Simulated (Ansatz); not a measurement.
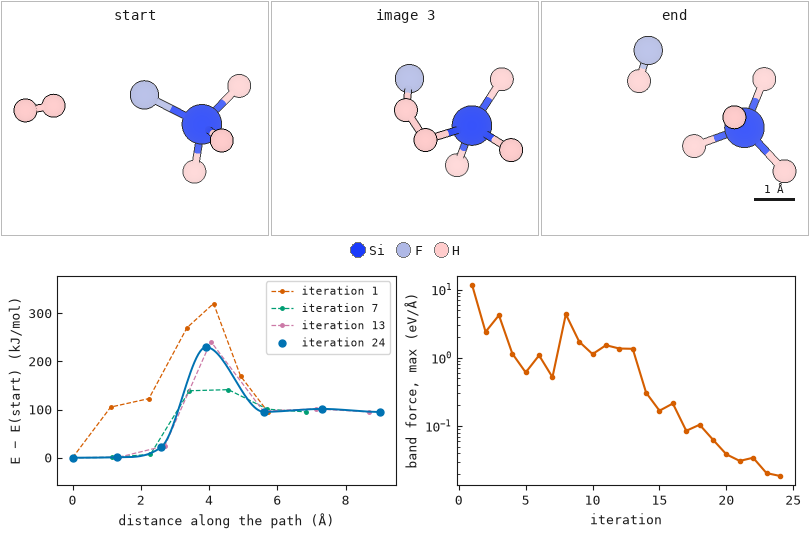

A search for the minimum-energy path of SiH₅F, made up at the start of SiH3F and H₂ by the nudged elastic band. Images are numbered from 0 (start) to 6 (end). The plot follows the band through its iterations. The picture is a ball-and-stick view, seen at a tilt.

Theory: RKS B3LYP/def2-SVP in Ansatz 0.2.0. Set-up: 5 movable images; climbing image; force threshold 0.03 eV/Å; iteration limit 60; starting path through a guess of the saddle point.

> Judge this run.

The run is converged, with reservations. The band converged in 24 iterations. The largest component of the band force went from 12 to 0.019 eV/Å. The climbing image converged on the top of the path. Its vibrational analysis gives one imaginary mode (1173i cm⁻¹), as a transition state must have. The first iteration put the highest image at 320.4 kJ/mol. The highest point, image 3, lies 229.7 kJ/mol above the start and 134.5 kJ/mol above the end; the end is at +95.2 kJ/mol relative to the start.

Limits of the set-up: the start holds two separate molecules, 2.4 Å apart at their closest, whose relative position is a soft coordinate and is computed without a dispersion correction.

The run took 2.4 min on 1 thread of Arm Neoverse V1, on a shared host, peak memory 0.1 GiB.
